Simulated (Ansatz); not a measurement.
# Nb wire along [100], 16 atoms a period: bands along the axis, part 2 of 2

Wanted: the relaxed geometry and the bands of the Nb wire along [100], 16 atoms a period.

Ansatz 0.2.0; DFT PBE, plane waves, PAW; relaxation of a wire's period; PAW set soft_1 (the session's first sound run).

So far: The structure; Relaxing the period.

### Step 2. Relaxing the period (continued)

The steps of the relaxation:

| step | energy less that of the first step (eV) | largest force component (eV/Å) | pressure (GPa) | volume (Å³) |
| --- | --- | --- | --- | --- |
| 1 | 0.0000 | 2.3811 | -4.15 | 926.45 |
| 2 | -1.8762 | 0.4441 | -1.06 | 903.62 |
| 3 | -1.8928 | 0.4453 | 0.83 | 900.91 |
| 4 | -1.9755 | 0.1201 | 0.02 | 902.18 |
| 5 | -1.9777 | 0.0364 | -0.04 | 902.31 |
| 6 | -1.9779 | 0.0012 | 0.00 | 902.19 |
| 7* | -1.9770 | 0.0013 | 0.00 | 902.19 |

Relaxation steps marked * repeat the geometry before them on a plane-wave basis chosen anew for their cell, so energy and pressure can jump there.

The run keeps the 16 symmetry operations that it works with, so distortions that break them were not tested.

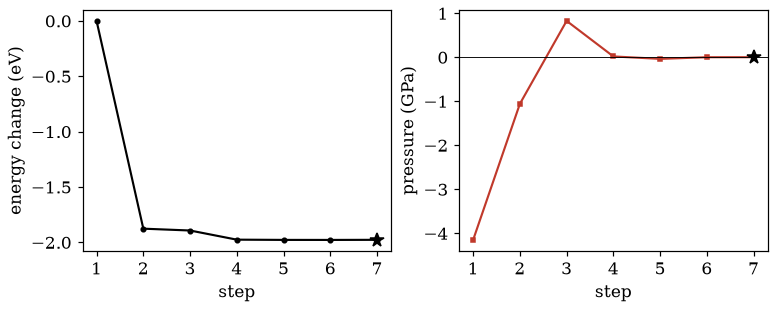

Energy and pressure along the relaxation. Stars mark steps on a basis chosen anew.

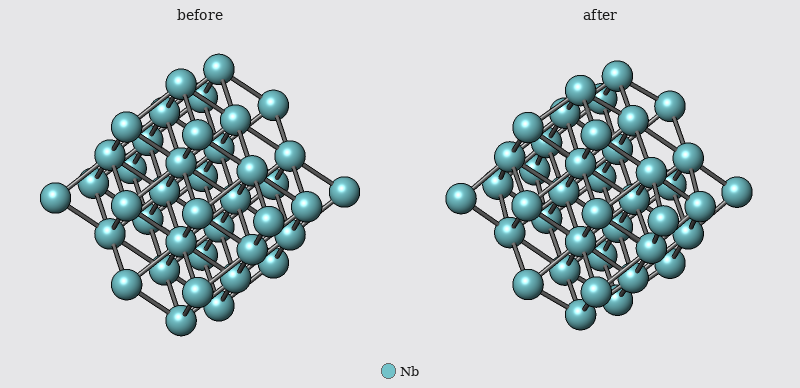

The structure before and after the relaxation, drawn at the same scale.

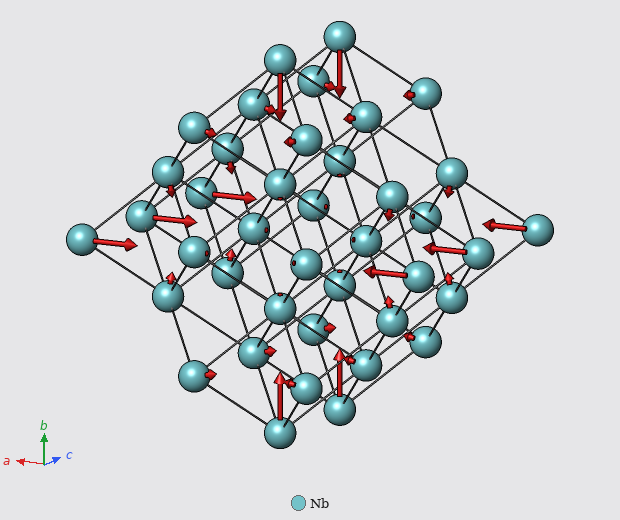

Displacements in the relaxation, exaggerated, measured against the changing cell; the longest in the cell stands for 0.26 Å. 1×1×2 cells are drawn. Some periodic images of atoms are drawn too.

| cell as run | before | after | change |
| --- | --- | --- | --- |
| c (Å) | 3.310 | 3.223 | -2.6 % |

The atoms that moved most (Å, along periodic axes as changes of fractional coordinates times the final cell, across vacuum about the mean position):

| atom | dx | dy | dz | length |
| --- | --- | --- | --- | --- |
| Nb8 | -0.257 | 0.000 | 0.000 | 0.257 |
| Nb14 | 0.000 | -0.257 | 0.000 | 0.257 |
| Nb11 | 0.000 | 0.257 | 0.000 | 0.257 |
| Nb1 | 0.257 | 0.000 | 0.000 | 0.257 |
| Nb4 | 0.067 | -0.013 | 0.000 | 0.068 |
| Nb15 | -0.013 | 0.067 | 0.000 | 0.068 |
| Nb9 | 0.013 | 0.067 | 0.000 | 0.068 |
| Nb2 | 0.067 | 0.013 | 0.000 | 0.068 |

Numbers from this step:

```yaml
energy_at_zero_smearing: -72822.0319 eV
cell_length_along_the_wire: 3.223 Å
```

The cell's length comes to 3.223 Å with spin left out.

### Step 3. Bands of the perfect wire

This step: DFT PBE, plane waves, PAW; bands of a perfect wire; PAW set soft_1 (Ansatz 0.2.0).

At the relaxed period the bands are computed along the axis; those that cross an energy going forward count the channels that a perfect wire would open there.

Contents of input.yaml:

```yaml
crystal:
  lattice:
    - [16.73, 0.0, 0.0]
    - [0.0, 16.73, 0.0]
    - [0.0, 0.0, 3.2233413078]
  atoms:
    - { symbol: Nb, position: [0.218610658, 0.5, 0.0] }
    - { symbol: Nb, position: [0.405062601, 0.302914289, 0.0] }
    - { symbol: Nb, position: [0.402099161, 0.5, 0.0] }
    - { symbol: Nb, position: [0.405062601, 0.697085711, 0.0] }
    - { symbol: Nb, position: [0.594937399, 0.302914289, 0.0] }
    - { symbol: Nb, position: [0.597900839, 0.5, 0.0] }
    - { symbol: Nb, position: [0.594937399, 0.697085711, 0.0] }
    - { symbol: Nb, position: [0.781389342, 0.5, 0.0] }
    - { symbol: Nb, position: [0.302914289, 0.405062601, 0.5] }
    - { symbol: Nb, position: [0.302914289, 0.594937399, 0.5] }
    - { symbol: Nb, position: [0.5, 0.218610658, 0.5] }
    - { symbol: Nb, position: [0.5, 0.402099161, 0.5] }
    - { symbol: Nb, position: [0.5, 0.597900839, 0.5] }
    - { symbol: Nb, position: [0.5, 0.781389342, 0.5] }
    - { symbol: Nb, position: [0.697085711, 0.405062601, 0.5] }
    - { symbol: Nb, position: [0.697085711, 0.594937399, 0.5] }
kpoints:
  mp_grid: { grid: [1, 1, 25] }
  band_path: { path: ["Γ", Z], npoints: 90 }
scf:
  occupations: { method: fermi_dirac, width: 0.05 }
hamiltonian:
  xc: pbe
  pseudopotentials: { kind: paw, azcp: { folder: soft_1 } }
output:
  dos: { e_range: [-5, 4] }
  write_potential: true
  write_density: true
  volumetric_format: npy
```

The run is started by

```bash
ansatz run input.yaml --threads 4 --pin off --max-ram 16384MiB --backend cpu --events-out ev --progress --plain --runs-dir out
```

Numbers of over 12 decimals in the logs are rounded to 6 here.

Log:

```text
[...]
Crystal: 16 atoms, lattice volume = 902.190 Å³
Basis set: ecut = 420 eV, 17675 PW (Γ)
Bands: 125, of which v1, the nominal top of the filled ones, is band 104 counted from 1 (103 counted from 0)
Symmetry: 16 space group operations
[...]
k-points: 13 of 25
[...]
SCF iter   1: F=—  HF=-72841.149842 eV  |F-HF|=—  |Δ(HF+E_count)|=         —  Δρ=5.08e-2  dr2=1.68e2  ethr=3.10e-3  ⟨swp⟩=11.5  Hψ=7897  notcnv=0  defer=7
[...]
SCF iter  12: F=-72822.126091 eV  HF=-72822.126091 eV  |F-HF|=6.23e-8  |Δ(HF+E_count)|=   3.45e-7  Δρ=2.32e-6  dr2=6.21e-8  ethr=4.81e-11  ⟨swp⟩=18.5  Hψ=8709  notcnv=0
SCF 1 converged in 12 iterations: F = -72822.126091 eV  dr2 = 6.21e-8
[...]
NSCF: frozen V_eff on 91 k-points
WARN: The output density's exchange-correlation potential varies sharply where the density is thin. Do not read a vacuum level from v_tot or v_xc, or from such a field of the output density. On a cell that repeats whose density bears no net charge and no dipole along the vacuum's axis use v_es (v_loc + v_h of the components); under efield.dipole_correction with no amplitude use v_es + v_field, which holds any externa [...]
SCF converged after 12 iterations
Free energy (F): -72822.126091 eV
[...]
Internal energy: -72821.937735 eV  (E = F + TS)
E sigma→0 (E₀):  -72822.031913 eV
Entropy (-TS):   -0.188356 eV (-11.772 meV/atom)
Fermi energy:    3.203301 eV
[...]
--- Band table (eV; the first three rows and the last of 13) ---
  k-point 0: bands = [... 100 lower, 2.9137, 2.9915, 3.1768, 3.1768, 3.1873, 3.3063, 3.3444, 3.5329, ... 17 higher]
  k-point 1: bands = [... 100 lower, 2.8571, 3.1174, 3.1824, 3.2379, 3.2379, 3.3554, 3.4147, 3.5613, ... 17 higher]
  k-point 2: bands = [... 100 lower, 2.8293, 3.0297, 3.2770, 3.2770, 3.2990, 3.4241, 3.6450, 3.6450, ... 17 higher]
  k-point 12: bands = [... 100 lower, 3.1742, 3.2620, 3.3455, 3.3455, 3.3994, 3.3994, 3.6251, 3.6907, ... 17 higher]
```

Elapsed: 5.3 min, on 4 threads of Arm Neoverse N1, shared host; peak memory 5.4 GiB.

In the SCF lines HF is the Harris–Foulkes energy and dr2 the Hartree energy of the density residual, in eV; the loop may stop once dr2 is under the threshold and the program's other checks hold. Hψ counts applications of the Hamiltonian.

This step gave:

```
band gap : 0 eV
```

The electronic bands at the labelled points (eV, zero at the Fermi level; # counts the bands kept):

| point | #37 | #38 | #39 | #40 | #41 | #42 | #43 | #44 |
| --- | --- | --- | --- | --- | --- | --- | --- | --- |
| Γ | -0.29 | -0.21 | -0.03 | -0.03 | -0.02 | 0.10 | 0.14 | 0.33 |
| Z | 0.02 | 0.02 | 0.15 | 0.15 | 0.20 | 0.20 | 0.47 | 0.47 |

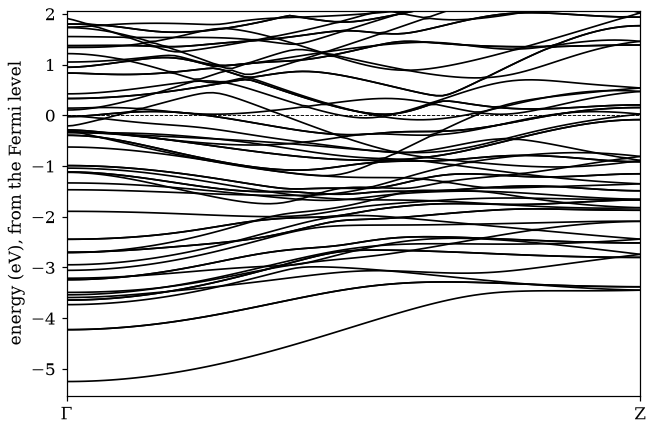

Electronic bands along the path.

Between Γ and Z the bands cross the Fermi level 15 times, so a perfect wire would conduct at least 15 G₀, with spin left out.

### Step 4. What came out

```
cell length, PBE                                            : 3.223 Å
ballistic conductance by band crossings, a lower bound, PBE : 15 G₀
```

In words: Under PBE the cell's length is 3.22 Å, and the bands cross the Fermi level 15 times between Γ and Z, which gives a perfect wire at least 15 G₀ (opposite crossings within one step of the path cancel in such a count). No spin was allowed, though thin wires with open d shells can turn magnetic.

[Logs are printed without paths, hosts, clocks, repeated set-up lines and the standing remarks that a program may print on its own settings, such as how far it seeks lower states.]

[Hosts, paths, dates, database ids (printed as entryN), source tags and the programs' standing remarks are cut or masked in the printed files.]
